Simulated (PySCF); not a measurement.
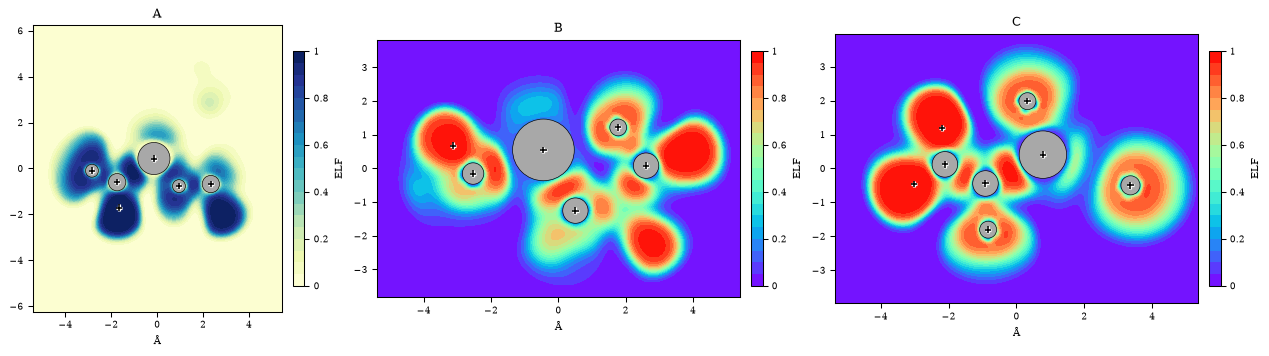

The electron localisation function of 3 systems, each on a plane through atoms (crosses mark nuclei in the plane; grey discs cover the cores).

All numbers below come from B3LYP/def2-SVPD, SCF density, gas phase in PySCF.

System 1: C3H11FGaN (SMILES [NH3+][GaH2-][CH2]CCF), the plane of atoms Ga2, N1 and H7. Geometry: GFN2-xTB.

```xyz
17

N     2.8288   -0.2889    0.0649
Ga    0.7084   -0.8621    0.2570
C    -0.1472    0.9791    0.0514
C    -1.6005    0.7967   -0.4067
C    -2.2983   -0.2072    0.4906
F    -1.5387   -1.3896    0.4876
H     3.3733   -1.1478    0.1066
H     3.0346    0.1704   -0.8192
H     3.1397    0.3171    0.8208
H     0.9273   -1.4881    1.6508
H     0.7634   -1.8275   -0.9442
H    -0.1504    1.5436    0.9962
H     0.3572    1.6323   -0.6742
H    -2.1685    1.7329   -0.3870
H    -1.6124    0.4080   -1.4291
H    -3.2977   -0.4820    0.1408
H    -2.3260    0.1251    1.5319
```

System 2: C2H6F2OSi3 (SMILES C=C(F)[Si]1(F)[SiH2]O[SiH2]1), the plane of atoms H9, C1 and H10. Geometry: GFN2-xTB.

```yaml
atoms:
  - { symbol: C, position_ang: [2.9134, -0.5577, 0.3180] }
  - { symbol: C, position_ang: [1.6103, -0.7810, 0.2896] }
  - { symbol: F, position_ang: [1.1590, -2.0363, 0.5713] }
  - { symbol: Si, position_ang: [0.2216, 0.4474, -0.0998] }
  - { symbol: F, position_ang: [1.0948, 1.8083, -0.3758] }
  - { symbol: Si, position_ang: [-1.7256, 0.6505, 1.1954] }
  - { symbol: O, position_ang: [-2.5043, 0.2584, -0.2213] }
  - { symbol: Si, position_ang: [-1.5568, -0.0212, -1.5592] }
  - { symbol: H, position_ang: [3.2875, 0.4238, 0.0996] }
  - { symbol: H, position_ang: [3.6268, -1.3296, 0.5546] }
  - { symbol: H, position_ang: [-2.2365, 1.9591, 1.5950] }
  - { symbol: H, position_ang: [-2.0830, -0.3757, 2.1693] }
  - { symbol: H, position_ang: [-1.9808, 0.9434, -2.5706] }
  - { symbol: H, position_ang: [-1.8271, -1.3898, -1.9882] }
```

System 3: C3H9NO2Si2, the plane of atoms O6, C5 and H14. Geometry: GFN2-xTB.

```xyz
17

C     2.4269    1.6354   -0.7728
N     1.7689    0.8934   -0.0128
Si    1.4333   -0.7915    0.0958
Si   -0.8318   -0.9004   -0.3628
C    -1.6079   -2.5428    0.2100
O    -1.2341   -3.6165   -0.1923
O    -1.7151    0.1359    0.5232
C    -1.5605    1.5196    0.6515
H     3.0360    1.2862   -1.6098
H     2.4153    2.7111   -0.6115
H     1.8001   -1.0271    1.4974
H     2.2388   -1.6838   -0.7521
H    -1.1644   -0.7567   -1.7939
H    -2.4317   -2.5012    0.9540
H    -0.5057    1.7831    0.7491
H    -2.1044    1.8397    1.5406
H    -1.9706    2.0273   -0.2244
```

Which map belongs to which system?

Answer. Panel A is system 3, C3H9NO2Si2: the plane holds Si, C, O and H. C–O (1.21 Å): the ELF peaks at about 0.85 between the atoms (a short, multiple covalent bond). Panel B is system 1, C3H11FGaN: the plane holds N, Ga, C, F and H. C–F (1.41 Å): the ELF peaks at about 0.85 between the atoms (a polar covalent bond). Panel C is system 2, C2H6F2OSi3: the plane holds C, F, Si, O and H. C–C (1.32 Å): the ELF peaks at about 0.95 between the atoms (a short, multiple covalent bond).
